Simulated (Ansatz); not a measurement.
**Cl2FH2HfN: density, localisation and related maps**

```xyz
7

Hf    0.0650    0.0259    0.7467
F     1.7109   -0.7737    1.2849
N     0.0442   -0.1211   -1.2580
H     0.7774   -0.5407   -1.8301
Cl   -0.0711    2.3179    1.3311
Cl   -1.8270   -1.1171    1.5997
H    -0.6995    0.2087   -1.8742
```

Core potentials replace the inner electrons of Hf.

The calculation used UKS B3LYP-D4/def2-SVP in Ansatz.

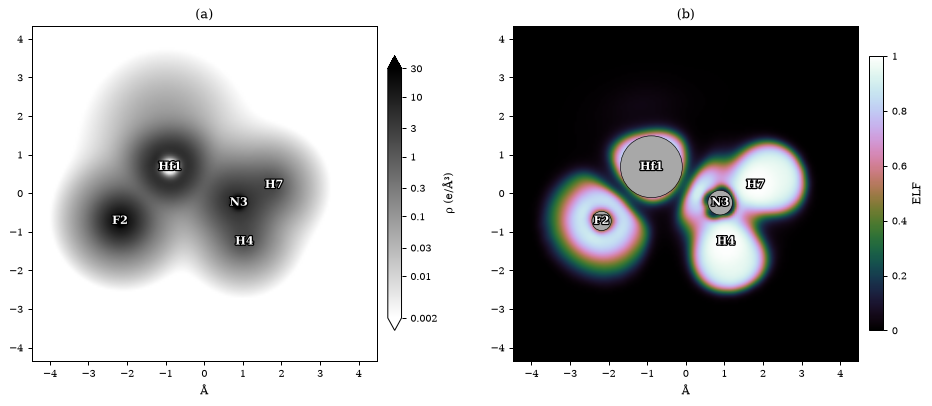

Figure 1. (a) electron density; (b) electron localisation function on the plane of atoms Hf1, N3 and H4. Grey discs cover the atomic cores in the ELF map.

### Interpret the plot.

- The plane passes through Hf, F, N and H nuclei.
- Hf–F (1.91 Å): ρ is about 0.87 e/Å³ halfway; the ELF peaks at about 0.85 in the valence shell of F, 0.5 Å from its nucleus, and drops to about 0.20 between the two atoms.
- Hf–N (2.01 Å): the density is about 0.84 e/Å³ at the midpoint; the ELF peaks at about 0.90 in the valence shell of N, 0.7 Å from its nucleus, and is about 0.25 at the midpoint.
- N–H (1.02 Å): the density is about 2.7 e/Å³ at the midpoint; the ELF climbs to about 1 towards the hydrogen, as it does in any bond to H; a covalent bond by its length.

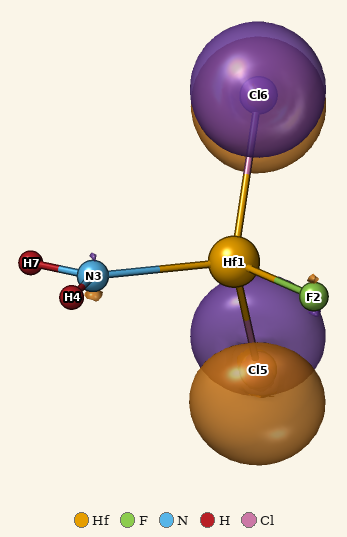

Figure 2. The HOMO−1 at ±0.15 Å⁻³ᐟ² (orange and purple are the two phases), seen at a tilt.

### Where does this orbital lie, and at what energy?

Its weight (Hirshfeld) is mainly on Cl5 (about 45 %) and Cl6 (about 45 %); largely a combination of lone pairs on Cl5 and Cl6. Its energy is −8.87 eV.
